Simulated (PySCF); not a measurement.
**C₃H₃AlF₂: electronic excitations**

What electronic excitations should C₃H₃AlF₂ (`CC#[C][Al]([F])[F]`) show?

The runs use PySCF 2.14.0, with density-fitted response routines of our own; the level of theory stands in each step. All values are computed, except where a source is named. Atoms count from 0, in the outputs and in this text.

## (1) The molecule as given

9 atoms, charge 0, multiplicity 1; geometry from: GFN2-xTB.

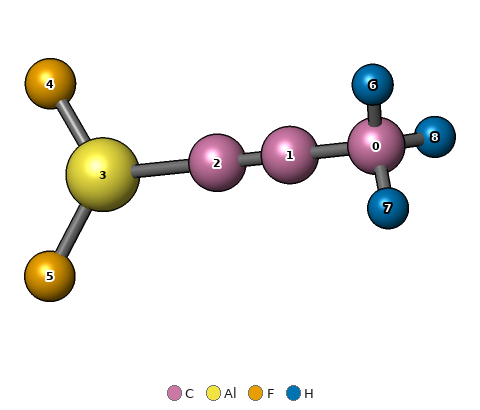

As it starts; carbon pink, aluminium yellow, fluorine amber, hydrogen blue, atoms numbered.

## (2) Ultraviolet spectrum: CAM-B3LYP/def2-SVPD

What the job is given:

```
{"job": {"kind": "uv", "xc": "CAM-B3LYP", "basis": "def2-SVPD", "nstates": 8, "ntriplets": 3}, "charge": 0, "multiplicity": 1}
C     -2.042269    -0.053849    -0.125623
C     -0.602602    -0.013057    -0.037550
C      0.605570     0.020508     0.032976
Al     2.510845     0.069141     0.149587
F      3.443058    -1.240927    -0.205070
F      3.334813     1.419568     0.606532
H     -2.414013    -0.981678     0.308256
H     -2.471280     0.789217     0.415386
H     -2.350560    -0.002930    -1.169674
```

Method: TDDFT CAM-B3LYP/def2-SVPD, vertical, gas phase, core orbitals frozen in the response.

On the command line:

```sh
OMP_NUM_THREADS=1 python probes_run.py task.json out
```

This one command runs all jobs of the session in turn.

The program printed:

```text
coarse grid: 8920 points
cycle   1  E = -557.7432916024  dE =  4.250e-01  |g| = 7.964e-01  |ddm| = 9.345e+00
cycle   2  E = -557.6792860907  dE =  6.401e-02  |g| = 1.084e+00  |ddm| = 6.121e+00
cycle   3  E = -557.8655349548  dE = -1.862e-01  |g| = 5.840e-02  |ddm| = 2.980e+00
cycle   4  E = -557.8663736120  dE = -8.387e-04  |g| = 2.302e-02  |ddm| = 1.771e-01
cycle   5  E = -557.8665303617  dE = -1.567e-04  |g| = 4.714e-03  |ddm| = 6.548e-02
cycle   6  E = -557.8665348708  dE = -4.509e-06  |g| = 3.028e-03  |ddm| = 1.343e-02
final grid: 84840 points
cycle   7  E = -557.9498928661  dE = -1.487e-05  |g| = 5.745e-03  |ddm| = 8.892e-02
cycle   8  E = -557.9498805502  dE =  1.232e-05  |g| = 9.135e-03  |ddm| = 1.810e-02
cycle   9  E = -557.9499008241  dE = -2.027e-05  |g| = 6.232e-04  |ddm| = 1.152e-02
cycle  10  E = -557.9499009051  dE = -8.096e-08  |g| = 1.807e-04  |ddm| = 1.303e-03
cycle  11  E = -557.9499009115  dE = -6.440e-09  |g| = 7.806e-05  |ddm| = 7.537e-04
cycle  12  E = -557.9499009130  dE = -1.516e-09  |g| = 1.312e-05  |ddm| = 2.421e-04
cycle  13  E = -557.9499009132  dE = -1.746e-10  |g| = 4.271e-06  |ddm| = 4.886e-05
converged SCF energy = -557.9499009132

Static polarisability (au): isotropic 55.632, principal 41.893 44.200 80.802

Singlet excitations
state   eV       nm        f      main configurations
  1   5.4051    229.4   0.00011   H->L 0.91
  2   5.8813    210.8   0.02766   H-1->L 0.65, H->L+2 0.30
  3   6.2723    197.7   0.00029   H-1->L+2 0.92
  4   6.7018    185.0   0.01130   H->L+1 0.94
  5   6.7568    183.5   0.02542   H-1->L+1 0.94
  6   7.6876    161.3   0.00715   H->L+3 0.93
  7   7.7624    159.7   0.00352   H-1->L+3 0.93
  8   7.9758    155.5   0.68792   H->L+2 0.51, H-1->L 0.33, H-1->L+6 0.09

Triplet excitations (Tamm-Dancoff, eV): 4.7215 5.0404 5.3190
```

Run time: 30 s. Hardware: 1 thread of Arm Neoverse N1, shared host; peak memory 0.67 GiB.

Frontier orbitals and where they lie:

```csv
orbital,eV,atoms
HOMO−3,-13.06,"F5 48 %, F4 48 %"
HOMO−2,-12.83,"C2 32 %, F4 19 %, F5 18 %"
HOMO−1,-9.63,"C2 43 %, C1 38 %, C0 8 %"
HOMO,-9.56,"C2 42 %, C1 39 %, C0 8 %"
LUMO,-0.11,"Al3 41 %, C2 21 %, C1 16 %"
LUMO+1,0.00,"Al3 76 %, C2 7 %, F5 6 %"
LUMO+2,1.06,"Al3 26 %, C1 25 %, C2 25 %"
```

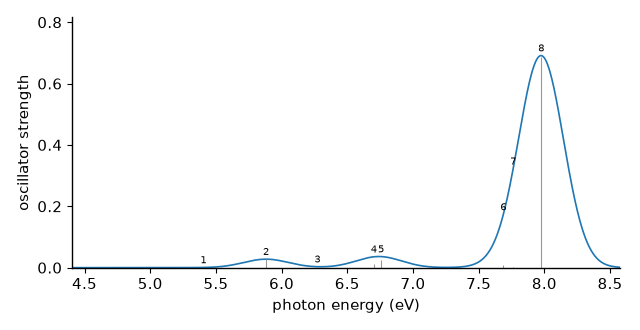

Absorption spectrum from the 8 singlet states computed; above the last one it falls off for lack of states. Lines are broadened to a width of 0.40 eV (Gaussian).

Ground-state properties from the same run:

```
           property  computed
  dipole moment (D)      3.67
polarisability (Å³)      8.24
 HOMO–LUMO gap (eV)      9.45
      −ε(HOMO) (eV)      9.56
```

## (3) Outcome

| quantity | value |
| --- | --- |
| lowest singlet (CAM-B3LYP/def2-SVPD) | 5.41 eV (229 nm), f = 0.000 |
| brightest single state of those computed | state 8, 7.98 eV, f = 0.688 |
| lowest triplet | 4.72 eV |

What this shows: The lowest singlet, at 5.41 eV, is HOMO→LUMO 0.91 and is dark; of the 8 states computed, the strongest absorption comes from state 8 at 7.98 eV (the last computed, so partners may be missing). The lowest triplet lies 0.68 eV below the lowest singlet (triplets in Tamm-Dancoff, singlets in full TDDFT).
